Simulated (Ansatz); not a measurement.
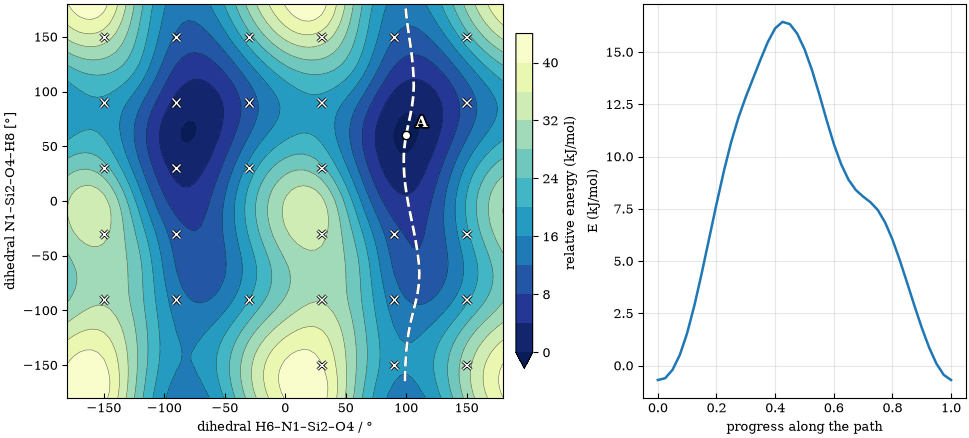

H4NO3Si, SMILES N[Si]([O])(O)O, spin multiplicity 2. 
- First axis: dihedral H6–N1–Si2–O4. Second axis: dihedral N1–Si2–O4–H8.
- Nothing is relaxed (all other coordinates rigid).
- Grid: 12 × 12 points. At 29 points there is no value.
- Points are written as (first, second).
- Energies are in kJ/mol, from the lowest grid point.
- These are results of Ansatz 0.2.0, UHF/def2-SVP, not measurements.

Drawn: filled contours, crosses at grid points without a value, a line along the lowest path, the energy along the path at the right, the start A. Between grid points the surface is interpolated.

**Describe the path and its barrier.**

The easiest path leads from the well at about (100°, 60°) to its copy one period on. Its highest point lies about 17 kJ/mol above the bottom of the first well on the interpolated surface, at about (100°, −145°). The start is the relaxed structure and all else is held, so a fully relaxed path at this level can only be lower.
